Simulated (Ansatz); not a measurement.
**What a tighter setting buys: basis.ecutwfc, Ca₂TcO₄ (I4/mmm, 7 atoms in the cell)**

Cell: a = 6.5465 Å, b = 6.5465 Å, c = 6.5465 Å, α = 149.30°, β = 149.30°, γ = 43.97°.

Level of theory: PBE, harder PAW files (source: ansatz) (plane waves; Ansatz, a first-principles code).

Base settings: basis.ecutwfc = 930 eV; kpoints.mp_grid.grid = 7 7 7; hamiltonian.xc = pbe; hamiltonian.pseudopotentials = {kind: paw, source: ansatz}; scf.occupations.method = gaussian; scf.occupations.width = 0.272 eV.

Misses are taken against the tightest run, 1860 eV, which need not be fully converged itself. The energy is the free energy per atom.

The count of work is k-points × plane waves × bands × iterations; it is no time, and leaves out set-up, grids and terms that scale otherwise. Core times come from one kind of shared machine and are given to one figure; runs under 30 s give none.

Ansatz's pressure holds its estimate of the finite-basis (Pulay) stress, which hides part of the cutoff error; the uncorrected pressure shows it.

The starting cell was generated: these elements placed on a structure prototype, without a prior relaxation; it need not be a known phase or ordering of this composition. Its lattice was rescaled by a random factor within 2.5 % of one. Spin polarisation is off; with an odd number of electrons in the cell that forces a metal, and a magnetic state may lie lower. In the base run, with a pressure of about 56 GPa the cell is away from its equilibrium volume at this level. In the base run, forces exceed 1 eV/Å. Ansatz's pressure includes its estimate of the finite-basis (Pulay) stress.

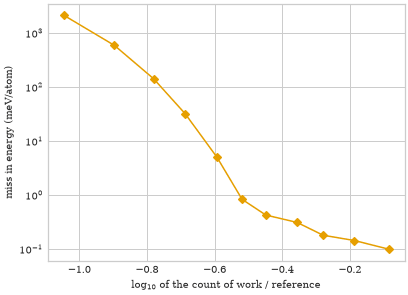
Fig. 1. Miss against the count of work; the reference run is not drawn, and misses under 0.1 meV/atom are drawn there.

| basis.ecutwfc | energy less reference (meV/atom) | pressure less reference (GPa) | largest difference in the force on any atom (eV/Å) | uncorrected pressure less reference (GPa) | count of work / reference | core time / reference (rough) |
|---|---|---|---|---|---|---|
| 370 eV | 2150.22 | 0.28 | 0.194 | -105.53 | 0.090 | – |
| 465 eV | 595.01 | 0.58 | 0.069 | -39.71 | 0.13 | – |
| 560 eV | 143.62 | -0.07 | 0.020 | -12.92 | 0.17 | – |
| 650 eV | 32.30 | 0.02 | 0.005 | -3.84 | 0.21 | – |
| 745 eV | 5.05 | 0.00 | 0.001 | -0.80 | 0.26 | – |
| 835 eV | 0.84 | 0.00 | 0.000 | -0.11 | 0.30 | – |
| 930 eV | 0.43 | 0.00 | 0.000 | 0.00 | 0.36 | 0.3 |
| 1070 eV | 0.31 | 0.00 | 0.000 | -0.01 | 0.44 | 0.4 |
| 1210 eV | 0.18 | 0.00 | 0.000 | 0.00 | 0.53 | 0.4 |
| 1395 eV | 0.14 | 0.00 | 0.000 | 0.00 | 0.65 | 0.5 |
| 1630 eV | 0.05 | 0.00 | 0.000 | 0.00 | 0.82 | 0.9 |
| 1860 eV | 0.00 | 0.00 | 0.000 | 0.00 | 1.0 | 1 |

Coarsest setting among those run that, with all tighter ones, holds the energy within 10 meV/atom of the reference: 745 eV, off by 5.1 meV/atom; it needs 0.26 of the reference's count of work.

Coarsest setting among those run that, with all tighter ones, holds the energy within 0.5 meV/atom of the reference: 930 eV, off by 0.43 meV/atom; it needs 0.36 of the reference's count of work and about 0.3 of the reference's time.

The step from 370 eV to 835 eV: it takes the miss in the energy from 2200 to 0.84 meV/atom, for 3.4 times the count of work.

Keys are those of Ansatz 0.2.
